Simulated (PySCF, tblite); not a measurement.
**C₅H₃S radical: geometry, infrared bands and EPR parameters**

What infrared bands and EPR parameters should C₅H₃S radical (`S=C1C=[C]C=C1`) show?

The runs use tblite 0.8.0 and PySCF 2.14.0, with density-fitted response routines of our own; the level of theory stands in each step. All values are computed, except where a source is named. Atoms count from 0, in the outputs and in this text.

## 1. Starting geometry

9 atoms, charge 0, multiplicity 2; geometry from: force field or distance geometry start.

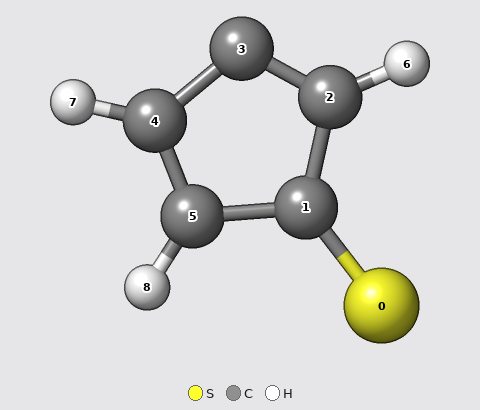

The starting geometry (sulfur yellow, carbon grey, hydrogen white), atoms numbered; sticks join atoms by distance.

## 2. Relaxing the molecule with GFN2-xTB

What the job is given:

```
{"job": {"kind": "relax", "xc": "GFN2-xTB", "basis": "xTB"}, "charge": 0, "multiplicity": 2}
S     -2.231600     1.165700    -0.402900
C     -0.896300     0.309200    -0.150700
C     -0.725000    -1.136000     0.059700
C      0.558100    -1.333900     0.220700
C      1.306300    -0.077000     0.163500
C      0.444300     0.917800    -0.068100
H     -1.514000    -1.880200     0.057800
H      2.378100     0.060200     0.264900
H      0.693700     1.980200    -0.170100
```

Command:

```
> OMP_NUM_THREADS=1 python probes_run.py task.json out
```

The driver reads the jobs from task.json and runs them one after another.

Output:

```text
step      E/eV     max force
  0    -416.30482    1.433
  1    -416.34493    1.319
  2    -416.37030    0.436
  3    -416.38834    0.325
  4    -416.39586    0.372
  5    -416.40880    0.333
  6    -416.42315    0.451
  7    -416.43575    0.467
  8    -416.44815    0.426
  9    -416.46827    0.282
 10    -416.47361    0.224
 11    -416.47761    0.137
 12    -416.47890    0.116
 13    -416.48186    0.102
 14    -416.48315    0.096
 15    -416.48400    0.085
 16    -416.48476    0.085
 17    -416.48582    0.096
 18    -416.48690    0.101
 19    -416.48796    0.099
 20    -416.48894    0.087
 21    -416.48976    0.093
 22    -416.49035    0.071
 23    -416.49076    0.062
 24    -416.49107    0.056
 25    -416.49128    0.050
 26    -416.49137    0.029
 27    -416.49141    0.020
 28    -416.49144    0.021
 29    -416.49147    0.020
 30    -416.49149    0.013
 31    -416.49151    0.012
 32    -416.49152    0.010
 33    -416.49153    0.011
 34    -416.49154    0.006
```

It took 0.15 s on 1 thread of Arm Neoverse V1, shared host.

Step by step: (not every step is listed)

```csv
step,energy from step 0 (eV),largest force (eV/Å)
0,0.0000,1.4334
1,-0.0401,1.3192
2,-0.0655,0.4359
3,-0.0835,0.3252
4,-0.0910,0.3723
5,-0.1040,0.3334
6,-0.1183,0.4512
7,-0.1309,0.4670
8,-0.1433,0.4258
10,-0.1688,0.2240
12,-0.1741,0.1156
14,-0.1783,0.0958
16,-0.1799,0.0853
18,-0.1821,0.1011
20,-0.1841,0.0871
22,-0.1855,0.0708
24,-0.1862,0.0564
26,-0.1866,0.0292
28,-0.1866,0.0214
29,-0.1866,0.0197
30,-0.1867,0.0133
31,-0.1867,0.0120
32,-0.1867,0.0099
33,-0.1867,0.0107
34,-0.1867,0.0062
```

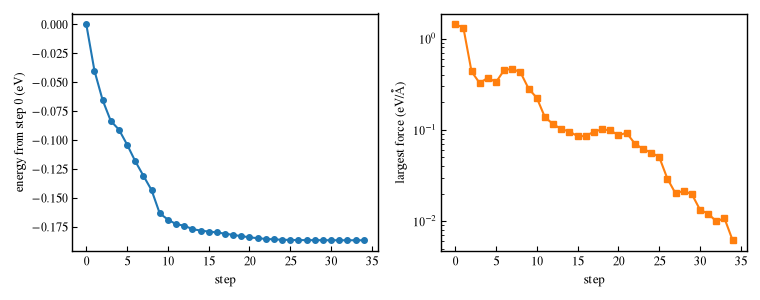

Energy and force, step by step.

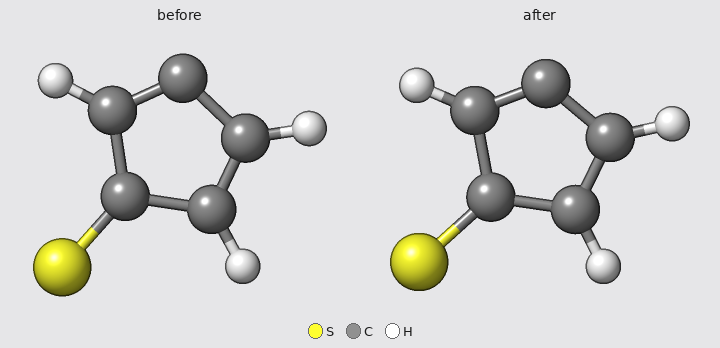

The geometry before (left) and after (right).

Close pairs (by a distance rule), those that changed most:

```csv
bond,before (Å),after (Å),change (Å)
C3–C4,1.464,1.427,-0.037
C1–C5,1.475,1.441,-0.034
S0–C1,1.606,1.636,+0.029
C4–C5,1.337,1.361,+0.024
C5–H8,1.096,1.074,-0.022
C1–C2,1.470,1.491,+0.021
C2–H6,1.085,1.068,-0.017
C4–H7,1.085,1.072,-0.014
```

The final coordinates are the input of the step that follows.

## 3. Vibrational analysis with GFN2-xTB

What the job is given:

```
{"job": {"kind": "ir", "xc": "GFN2-xTB", "basis": "xTB"}, "charge": 0, "multiplicity": 2}
S     -2.270677     1.024076    -0.545212
C     -0.862709     0.356038    -0.048894
C     -0.738367    -1.118157     0.140362
C      0.567699    -1.272334     0.080506
C      1.349441    -0.080690     0.149009
C      0.458228     0.931532    -0.032505
H     -1.560742    -1.797801     0.097539
H      2.414790    -0.020803     0.249413
H      0.655900     1.984133    -0.115398
```

Output:

```text
mode    cm-1     km/mol
  1     167.7      0.24
  2     265.3      0.53
  3     463.9      2.73
  4     494.1     16.48
  5     564.8     17.99
  6     627.0    136.44
  7     746.0     13.17
  8     761.0     46.12
  9     821.0      2.44
 10     829.1     10.98
 11     974.5     23.53
 12    1030.3      3.13
 13    1050.6     13.38
 14    1094.1     32.97
 15    1171.3     38.13
 16    1308.5      5.95
 17    1442.6      5.06
 18    1612.0     28.72
 19    3141.5      3.91
 20    3169.0     10.80
 21    3208.2      0.97
```

It took 0.19 s on 1 thread of Arm Neoverse V1, shared host.

The strongest bands and the atoms that carry them (share of the mass-weighted mode):

| cm⁻¹ | km/mol | atoms |
| --- | --- | --- |
| 494 | 16.5 | S0 36 %, C3 19 %, C5 13 %, C4 10 % |
| 565 | 18.0 | C1 33 %, C4 18 %, C5 18 %, C3 11 % |
| 627 | 136.4 | C3 39 %, C4 20 %, C1 12 %, C5 11 % |
| 761 | 46.1 | H6 54 %, H7 23 %, C2 13 % |
| 974 | 23.5 | C1 34 %, C5 26 %, C4 11 % |
| 1094 | 33.0 | H6 38 %, H8 26 %, C3 13 % |
| 1171 | 38.1 | C1 42 %, C4 21 %, H7 19 % |
| 1612 | 28.7 | C3 52 %, C2 40 % |

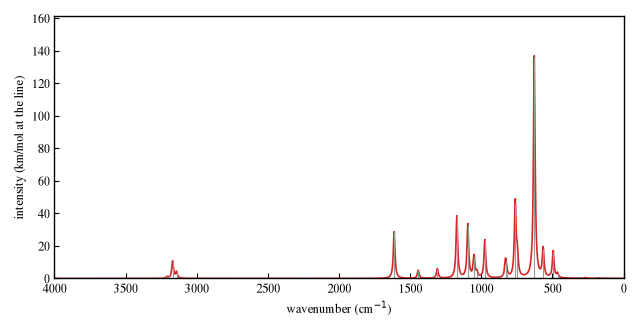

The infrared spectrum from these modes, unscaled. Lines are broadened to a width of 14 cm⁻¹ (Lorentzian).

## 4. EPR parameters: B3LYP/pcH-1

The job, as its differences from that of step 3:

```diff
@@ -1,2 +1,2 @@
-{"job": {"kind": "ir", "xc": "GFN2-xTB", "basis": "xTB"}, "charge": 0, "multiplicity": 2}
+{"job": {"kind": "epr", "basis": "pcH-1"}, "charge": 0, "multiplicity": 2}
 S     -2.270677     1.024076    -0.545212
```

Level: UKS B3LYP, pcH-1 on C H S, non-relativistic, mean-field spin-orbit, GIAO.

Output:

```text
UKS, coarse grid
  cycle   1  E = -590.35054195  |g| = 2.39e-01
  cycle   2  E = -590.34389304  |g| = 2.68e-01
  cycle   3  E = -590.37034338  |g| = 1.40e-01
  cycle   4  E = -590.38082488  |g| = 5.87e-02
  cycle   5  E = -590.38345919  |g| = 1.45e-02
  cycle   6  E = -590.38375233  |g| = 1.00e-02
  cycle   7  E = -590.38389642  |g| = 5.72e-03
  cycle   8  E = -590.38395093  |g| = 3.00e-03
  cycle   9  E = -590.38398330  |g| = 2.15e-03
  cycle  10  E = -590.38399708  |g| = 1.65e-03
  cycle  11  E = -590.38401166  |g| = 7.77e-04
  cycle  12  E = -590.38401574  |g| = 4.93e-04
UKS, final grid
  cycle   1  E = -590.38399220  |g| = 6.86e-04
  cycle   2  E = -590.38399152  |g| = 1.45e-03
  cycle   3  E = -590.38399275  |g| = 2.84e-04
  cycle   4  E = -590.38399286  |g| = 1.54e-04
  cycle   5  E = -590.38399311  |g| = 1.48e-04
  cycle   6  E = -590.38399320  |g| = 5.04e-05
  cycle   7  E = -590.38399321  |g| = 3.76e-05
  cycle   8  E = -590.38399322  |g| = 2.70e-05
E = -590.38399322 Eh   <S^2> = 0.7954 (exact 0.7500)
g shifts (ppm)      1          2          3
  rmc          -168       -168       -168
  gc              3         24          9
  oz_so       -2921        310       3167
  total       -3086        165       3007
hyperfine (MHz)  atom isotope    a_iso     a_fc   dipolar eigenvalues
    0   33S      -0.30       0.00    -34.43     -1.20     35.62
    1   13C      82.36      82.58     -8.03     -4.93     12.96
    2   13C       3.98       3.90    -25.73      2.42     23.31
    3   13C     368.61     368.27    -80.80    -52.55    133.34
    4   13C      30.72      30.89    -15.40     -1.99     17.39
    5   13C      32.96      33.07     -7.30      0.26      7.04
    6    1H      37.10      37.06     -6.23     -4.31     10.55
    7    1H      19.30      19.31     -6.63     -4.88     11.51
    8    1H       9.83       9.84     -3.99     -3.03      7.02
```

Wall time 36 s (1 thread of Arm Neoverse V1, shared host); peak memory 0.66 GiB.

Principal g values 1.99923, 2.00248, 2.00533; g(iso) = 2.00235, against 2.00232 for a free electron.

Hyperfine couplings, nucleus by nucleus at this fixed geometry (no averaging over rotations):

```
nuclei  isotope  a(iso) (MHz)  a(iso) (G, at g = 2.0023)  largest dipolar term (MHz)
    C3      13C         368.6                      131.5                       133.3
    C1      13C          82.4                       29.4                        13.0
    H6       1H          37.1                       13.2                        10.5
    C5      13C          33.0                       11.8                        -7.3
    C4      13C          30.7                       11.0                        17.4
    H7       1H          19.3                        6.9                        11.5
    H8       1H           9.8                        3.5                         7.0
    C2      13C           4.0                        1.4                       -25.7
    S0      33S          -0.3                       -0.1                        35.6
```

Mulliken spin populations:

```
atom  value (e)
  S0       0.03
  C1       0.07
  C2      -0.13
  C3       0.98
  C4      -0.06
  C5       0.08
  H6       0.02
  H7       0.01
  H8       0.00
```

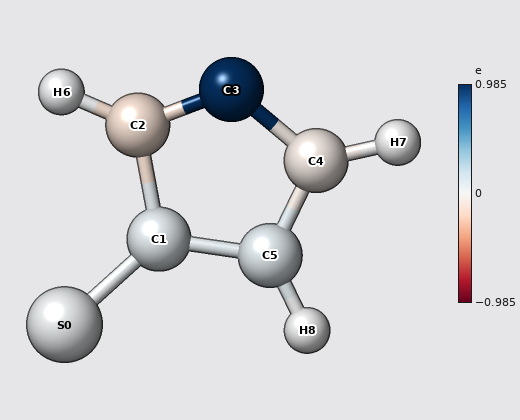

Mulliken spin populations, as colours on the atoms.

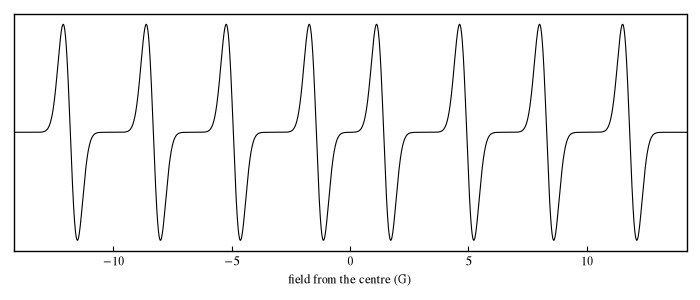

First-order isotropic spectrum (first derivative, main isotopes with spin only, couplings over 0.8 MHz, Gaussian width 0.3 G; couplings of the frozen geometry, rotation of groups not averaged beyond the rows shown).

Orbitals, density, ELF and potential are computed afterwards from the orbital file.

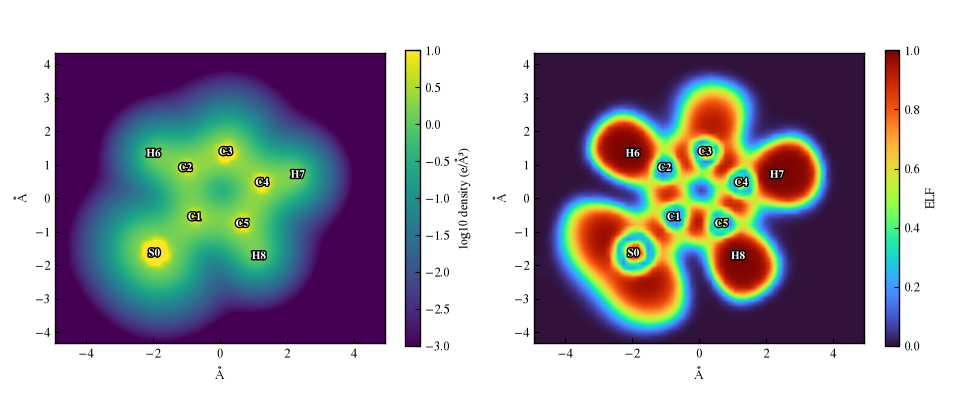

Density (left) and ELF (right) in a plane through or near 9 of the atoms.

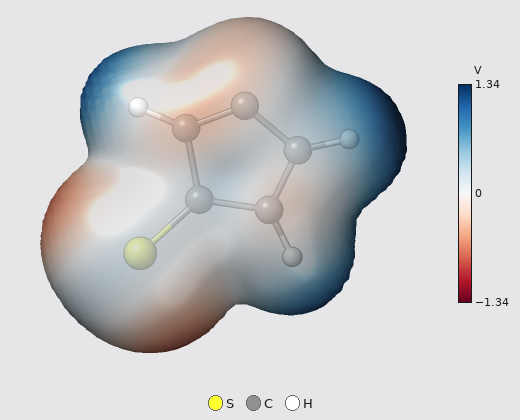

Electrostatic potential on the surface of density 0.002 e/bohr³; red is low, blue high. It runs from -0.71 V near S0 to 1.34 V near H7.

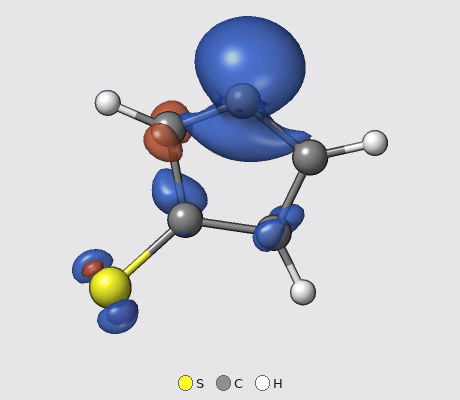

Spin density at ±0.05 e/Å³ (alpha excess blue, beta excess red).

## 5. Summary of results

| quantity | value |
| --- | --- |
| strongest single infrared mode (GFN2-xTB) | 627 cm⁻¹, 136 km/mol |
| zero-point energy (GFN2-xTB) | 35.7 kcal/mol |
| g(iso) (B3LYP) | 2.00235 |
| ⟨S²⟩ | 0.795 (exact 0.75) |
| largest a(iso) | 13C on C3, 368.6 MHz |
| potential on the surface of density 0.002 e/bohr³, 1st and 99th percentile | -0.71 V and 1.34 V |

Over 34 steps the energy fell by 0.187 eV; of the close pairs, C3–C4 changed most, 1.464 to 1.427 Å. No mode is imaginary among the 21: a minimum at this level. The strongest single mode, at 627 cm⁻¹, is carried by C3, C4, C1, C5. Unscaled tight-binding wavenumbers are off by several per cent, some by more. Its intensities can rank the bands wrongly. Most of the unpaired spin sits on C3 (0.98 e). The isotropic g lies 0.0 ppt above the free-electron value. The conformer search found further structures of the same energy, which may be mirror or relabelled copies of this one.
